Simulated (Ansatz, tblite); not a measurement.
# SnF2: a ladder of methods and basis sets, part 2 of 2

Aim: run the singlet of SnF2 at one geometry on many levels, and compare frontier levels, spin and run time.

Ansatz 0.2.0, Gaussian basis; as each input shows. The steps go on from the part before.

### Step 12. ωB97X-V/def2-TZVP

in.yaml reads:

```yaml
crystal:
  periodic: [false, false, false]
  atoms:
    - {symbol: Sn, position_ang: [0.005430, -0.007548, -0.863456]}
    - {symbol: F, position_ang: [1.430626, -0.018342, 0.440941]}
    - {symbol: F, position_ang: [-1.436066, 0.025890, 0.422515]}
basis:
  gaussian: {orbitals: def2-TZVP, initial_orbitals: start.molden}
hamiltonian: {xc: {name: wB97X-V}}
scf: {omitted_lower_state_checks: [starts]}
output: {orbitals: {seedname: orbitals}}
```

Started as:

```console
> ansatz run in.yaml --threads 4 --pin off --events-out ev --progress --plain --max-ram 3916MiB
```

Output (excerpt; [...] marks lines left out):

```text
Functional definition: wB97X-V
  name "wB97X-V"
  cite "Mardirossian & Head-Gordon, Phys. Chem. Chem. Phys. 16, 9904 (2014) doi:10.1039/C3CP54374A"
  cite "Becke, J. Chem. Phys. 107, 8554 (1997) doi:10.1063/1.475007"
  cite "Vydrov & Van Voorhis, J. Chem. Phys. 133, 244103 (2010) doi:10.1063/1.3521275"
[...]
      + integral(e_c_pw_opposite_spin*poly(b97_u_opposite, cos0, cos1)) + vv10(b, c)
[...]
744 factors; their error is unknown
141 factors; integrals over basis functions are off by at most 1.8e-5 eV
[...]
mean field -11267.71470127 eV, -414.0808777405 hartree, gradient 8.7e-5 eV, S^2 0.000000; 0 other end points of the search recorded, 0 dependent functions left out
reference -11267.71469956 eV, -414.0808776774 hartree; 20, 20 occupied and 92, 92 virtual orbitals, 744 factors
Total energy: -11267.71469956 eV, -414.0808776774 hartree
Checks for a lower state left out: starts
```

Wall time 1.8 s (4 threads of AMD EPYC 7R43, shared host).

Report: HOMO -10.94 eV, LUMO -0.81 eV.

### Step 13. PBE-D4/def2-SVP

in.yaml, as its differences from that of step 12:

```diff
@@ -7,4 +7,4 @@
 basis:
-  gaussian: {orbitals: def2-TZVP, initial_orbitals: start.molden}
-hamiltonian: {xc: {name: wB97X-V}}
+  gaussian: {orbitals: def2-SVP, initial_orbitals: start.molden}
+hamiltonian: {xc: pbe, dispersion: d4}
 scf: {omitted_lower_state_checks: [starts]}
```

Same command.

Output:

```text
Functional definition: PBE
  name "PBE"
  cite "Perdew, Burke & Ernzerhof, Phys. Rev. Lett. 77, 3865 (1996) doi:10.1103/PhysRevLett.77.3865"
  parent pbe
  parameter kappa = 0.804
  parameter beta = 0.06672455060314922
  exchange = pbe_x(kappa = kappa, mu = beta*pi^2/3)
  correlation = pbe_c(beta = beta)
these checks for a lower state are left out or cut short: starts
587 factors; their error is unknown
mean field evaluation 1: about -11257.2747 eV, gradient 2.6e1 eV
mean field evaluation 2: about -11257.7190 eV, gradient 6.6e-1 eV
mean field evaluation 4: about -11257.6971 eV, gradient 4.4e-2 eV
mean field -11257.69710125 eV, -413.7127377299 hartree, gradient 1.2e-5 eV, S^2 0.000000; 0 other end points of the search recorded, 0 dependent functions left out
reference -11257.69713114 eV, -413.7127388281 hartree; 20, 20 occupied and 34, 34 virtual orbitals, 587 factors
Total energy: -11257.74053752 eV, -413.7143339833 hartree
Checks for a lower state left out: starts
```

Run time: 0.45 s. Hardware: 4 threads of AMD EPYC 7R43, shared host.

HOMO -7.16 eV, LUMO -3.23 eV.

### Step 14. PBE0-D4/def2-SVP

in.yaml, as its differences from that of step 13:

```diff
@@ -8,3 +8,3 @@
   gaussian: {orbitals: def2-SVP, initial_orbitals: start.molden}
-hamiltonian: {xc: pbe, dispersion: d4}
+hamiltonian: {xc: pbe0, dispersion: d4}
 scf: {omitted_lower_state_checks: [starts]}
```

The command is unchanged.

Output (excerpt; [...] marks lines left out):

```text
Functional definition: PBE0
  name "PBE0"
  cite "Adamo & Barone, J. Chem. Phys. 110, 6158 (1999) doi:10.1063/1.478522"
  cite "Perdew, Burke & Ernzerhof, Phys. Rev. Lett. 77, 3865 (1996) doi:10.1103/PhysRevLett.77.3865"
  parent pbe
[...]
594 factors; integrals over basis functions are off by at most 1.8e-4 eV
[...]
mean field -11257.66456258 eV, -413.7115419559 hartree, gradient 2.3e-5 eV, S^2 0.000000; 0 other end points of the search recorded, 0 dependent functions left out
reference -11257.66458490 eV, -413.7115427761 hartree; 20, 20 occupied and 34, 34 virtual orbitals, 594 factors
Total energy: -11257.70062548 eV, -413.7128672427 hartree
Checks for a lower state left out: starts
```

Wall time 0.65 s (4 threads of AMD EPYC 7R43, shared host).

HOMO -8.48 eV, LUMO -2.61 eV.

### Step 15. CCSD(T)/def2-TZVPP

in.yaml, as its differences from that of step 14:

```diff
@@ -7,4 +7,4 @@
 basis:
-  gaussian: {orbitals: def2-SVP, initial_orbitals: start.molden}
-hamiltonian: {xc: pbe0, dispersion: d4}
+  gaussian: {orbitals: def2-TZVPP, initial_orbitals: start.molden}
+correlation: {method: ccsd_t}
 scf: {omitted_lower_state_checks: [starts]}
```

The command is unchanged.

Output (excerpt; [...] marks lines left out):

```text
Functional definition: HF
  name "HF"
  cite "Fock, Z. Phys. 61, 126 (1930) doi:10.1007/BF01340294"
  parent pbe
[...]
894 factors; integrals over basis functions are off by at most 9.5e-4 eV
[...]
mean field -11222.15522217 eV, -412.4065977646 hartree, gradient 5.4e-6 eV, S^2 0.000000; 0 other end points of the search recorded, 0 dependent functions left out
6 core orbitals not correlated: weight in the atoms' cores, before any rotation towards them, 1.000 or more for the frozen orbitals, at most 0.000 for the correlated occupied ones
reference -11222.15522217 eV, -412.4065977646 hartree; 14, 14 occupied and 92, 92 virtual orbitals, 894 factors
second order -21.99479932 eV of doubles, -0.00000000 eV of singles
cycle   1  -21.07339869 eV  change    9.2e-1 eV  update   1.3e-1
[...]
cycle  11  -21.67404444 eV  change    2.8e-5 eV  update   6.5e-6
perturbative correction -0.64940021 eV, -0.0238650177 hartree
Total energy: -11244.47866682 eV, -413.2269692242 hartree
Checks for a lower state left out: starts
```

It took 3.2 s on 4 threads of AMD EPYC 7R43, shared host.

From the report: Hartree-Fock HOMO -11.32 eV, LUMO -0.18 eV; T1 0.017.

### Step 16. MP2/def2-TZVP

in.yaml, as its differences from that of step 15:

```diff
@@ -7,4 +7,4 @@
 basis:
-  gaussian: {orbitals: def2-TZVPP, initial_orbitals: start.molden}
-correlation: {method: ccsd_t}
+  gaussian: {orbitals: def2-TZVP, initial_orbitals: start.molden}
+correlation: {method: mp2}
 scf: {omitted_lower_state_checks: [starts]}
```

Launched as before.

Output:

```text
Functional definition: HF
  name "HF"
  cite "Fock, Z. Phys. 61, 126 (1930) doi:10.1007/BF01340294"
  parent pbe
  exchange = exact_x
  correlation = 0
these checks for a lower state are left out or cut short: starts
894 factors; integrals over basis functions are off by at most 9.5e-4 eV
mean field evaluation 1: about -11221.2727 eV, gradient 2.3e1 eV
mean field evaluation 2: about -11221.9944 eV, gradient 9.8e-1 eV
mean field evaluation 4: about -11222.1552 eV, gradient 1.8e-2 eV
mean field evaluation 8: about -11222.1552 eV, gradient 9.4e-7 eV
mean field -11222.15522217 eV, -412.4065977646 hartree, gradient 5.4e-6 eV, S^2 0.000000; 0 other end points of the search recorded, 0 dependent functions left out
6 core orbitals not correlated: weight in the atoms' cores, before any rotation towards them, 1.000 or more for the frozen orbitals, at most 0.000 for the correlated occupied ones
reference -11222.15522217 eV, -412.4065977646 hartree; 14, 14 occupied and 92, 92 virtual orbitals, 894 factors
second order -21.99479932 eV of doubles, -0.00000000 eV of singles
Total energy: -11244.15002148 eV, -413.2148917308 hartree
Checks for a lower state left out: starts
```

Wall time 0.8 s (4 threads of AMD EPYC 7R43, shared host).

Report: Hartree-Fock HOMO -11.32 eV, LUMO -0.18 eV.

### Step 17. RPA/def2-TZVP

in.yaml, as its differences from that of step 16:

```diff
@@ -8,4 +8,4 @@
   gaussian: {orbitals: def2-TZVP, initial_orbitals: start.molden}
-correlation: {method: mp2}
+hamiltonian: {xc: pbe}
+correlation: {method: rpa}
 scf: {omitted_lower_state_checks: [starts]}
-output: {orbitals: {seedname: orbitals}}
```

The command is unchanged.

Output (excerpt; [...] marks lines left out):

```text
Functional definition: PBE
  name "PBE"
  cite "Perdew, Burke & Ernzerhof, Phys. Rev. Lett. 77, 3865 (1996) doi:10.1103/PhysRevLett.77.3865"
  parent pbe
[...]
894 factors; integrals over basis functions are off by at most 9.5e-4 eV
[...]
mean field -11265.18101631 eV, -413.9877665353 hartree, gradient 7.1e-6 eV, S^2 0.000000; 0 other end points of the search recorded, 0 dependent functions left out
6 core orbitals not correlated: weight in the atoms' cores, before any rotation towards them, 1.000 or more for the frozen orbitals, at most 0.000 for the correlated occupied ones
reference -11220.70269283 eV, -412.3532182960 hartree; 14, 14 occupied and 92, 92 virtual orbitals, 894 factors
Total energy: -11252.23267128 eV, -413.5119236321 hartree
Checks for a lower state left out: starts
```

Run time: 1.4 s. Hardware: 4 threads of AMD EPYC 7R43, shared host.

### Step 18. Comparison

```
                 level  functions  HOMO (eV)  LUMO (eV)  gap (eV)    time
       PBE-D4/def2-SVP         54      -7.16      -3.23      3.92  0.45 s
      PBE-D4/def2-TZVP        112      -7.46      -3.44      4.02   0.6 s
     BLYP-D4/def2-TZVP        112      -7.40      -3.42      3.98   0.8 s
   r2SCAN-D4/def2-TZVP        112      -7.80      -3.38      4.43   1.2 s
    B3LYP-D4/def2-TZVP        112      -8.58      -3.05      5.53  0.91 s
      PBE0-D4/def2-SVP         54      -8.48      -2.61      5.88  0.65 s
     PBE0-D4/def2-TZVP        112      -8.72      -2.77      5.95     1 s
  r2SCAN0-D4/def2-TZVP        112      -8.97      -2.74      6.23   1.4 s
    HSE06-D4/def2-TZVP        112      -8.32      -3.13      5.18   1.2 s
CAM-B3LYP-D4/def2-TZVP        112     -10.09      -1.88      8.21   0.9 s
     ωB97X-V/def2-TZVP        112     -10.94      -0.81     10.13   1.8 s
```

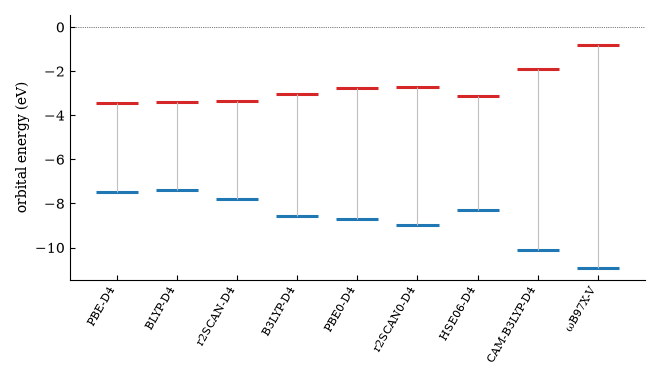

Highest filled (blue) and lowest empty (red) level in def2-TZVP.

Energy pieces by basis (eV):

```
     basis           HF  MP2 correlation  CCSD correlation      (T)              total
def2-TZVPP  -11222.1552         -21.9948          -21.6740  -0.6494        -11244.4787
 def2-TZVP  -11222.1552         -21.9948                             -11244.1500 (MP2)
```

### Step 19. Binding energy

Free atoms were run apart at each level; binding is atoms less cluster, divided by the number of atoms, without zero-point or spin-orbit terms.

Differences are taken before rounding.

```
                method  binding an atom (eV)  from CCSD(T)/def2-TZVPP (eV)    time
          HF/def2-TZVP                 2.205                        -1.146        
         HF/def2-TZVPP                 2.205                        -1.146        
       PBE-D4/def2-SVP                 3.545                        +0.194  0.45 s
      PBE-D4/def2-TZVP                 3.644                        +0.294   0.6 s
     BLYP-D4/def2-TZVP                 3.612                        +0.262   0.8 s
   r2SCAN-D4/def2-TZVP                 3.496                        +0.145   1.2 s
    B3LYP-D4/def2-TZVP                 3.473                        +0.122  0.91 s
      PBE0-D4/def2-SVP                 3.270                        -0.081  0.65 s
     PBE0-D4/def2-TZVP                 3.396                        +0.045     1 s
  r2SCAN0-D4/def2-TZVP                 3.281                        -0.069   1.4 s
    HSE06-D4/def2-TZVP                 3.394                        +0.044   1.2 s
CAM-B3LYP-D4/def2-TZVP                 3.513                        +0.162   0.9 s
     ωB97X-V/def2-TZVP                 3.520                        +0.170   1.8 s
    PBE-QIDH/def2-TZVP                 3.352                        +0.001   1.8 s
         RPA/def2-TZVP                 3.050                        -0.300   1.4 s
         MP2/def2-TZVP                 3.548                        +0.198   0.8 s
       CCSD/def2-TZVPP                 3.251                        -0.100        
    CCSD(T)/def2-TZVPP                 3.350                             0   3.2 s
```

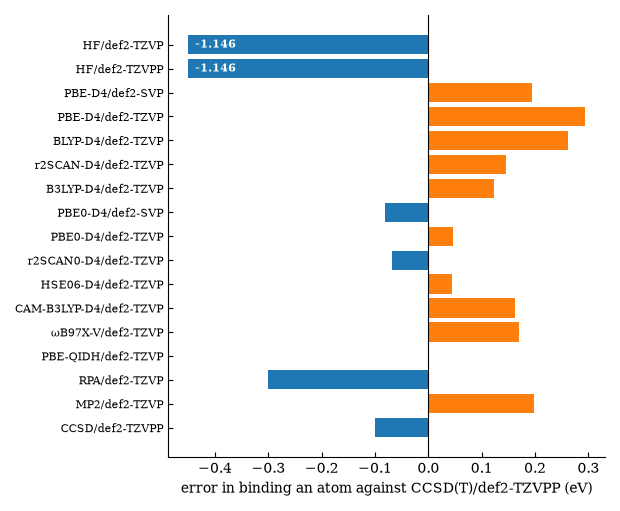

Error of each method against CCSD(T)/def2-TZVPP. Bars with a number in them are cut short.

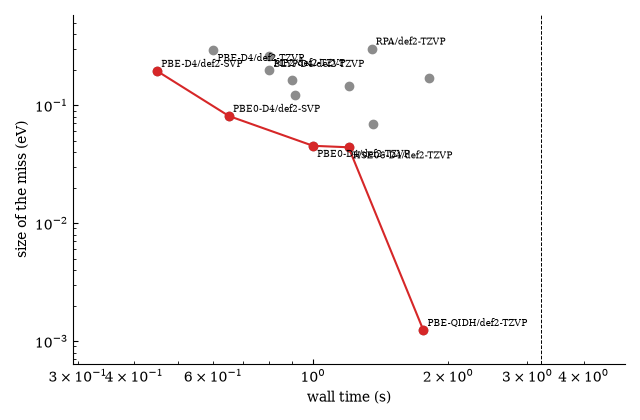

Miss against cost. Red marks the levels that no quicker level drawn beats (of those quicker than the yardstick), and the dashed line is the time of CCSD(T)/def2-TZVPP. Only those levels and the largest misses are named. Times are from a shared host.

### Step 20. Results

What follows sums up all 2 parts.

| quantity | value |
| --- | --- |
| gap in def2-TZVP, named functionals, smallest and largest | 3.98 eV (BLYP-D4), 10.13 eV (ωB97X-V) |
| correlation energy, CCSD(T)/def2-TZVPP | -22.32 eV |
| correlation energy, MP2/def2-TZVP | -21.99 eV |
| binding an atom, CCSD(T)/def2-TZVPP | 3.350 eV |
| PBE0 total energy, smallest basis above largest | 7.42 eV (def2-SVP, def2-TZVP) |

**Reading.** Over the named functionals in def2-TZVP the gap runs from 3.98 eV (BLYP-D4) to 10.13 eV (ωB97X-V); exact exchange widens it. The functionals in def2-TZVP miss CCSD(T)/def2-TZVPP by -0.069 (r2SCAN0-D4) to +0.294 eV (PBE-D4) an atom. CCSD(T)/def2-TZVPP isn't at the basis-set limit; small misses against it rank nothing.

For cost: PBE-QIDH/def2-TZVP gets within 0.001 eV in 1.8 s, where CCSD(T)/def2-TZVPP took 3.2 s; the quickest level in the cost chart, PBE-D4/def2-SVP, takes 0.45 s and misses by 0.194 eV. The slowest run with a step of its own, CCSD(T)/def2-TZVPP, took 3.2 s; the quickest functional in def2-TZVP took 0.6 s (shared host).
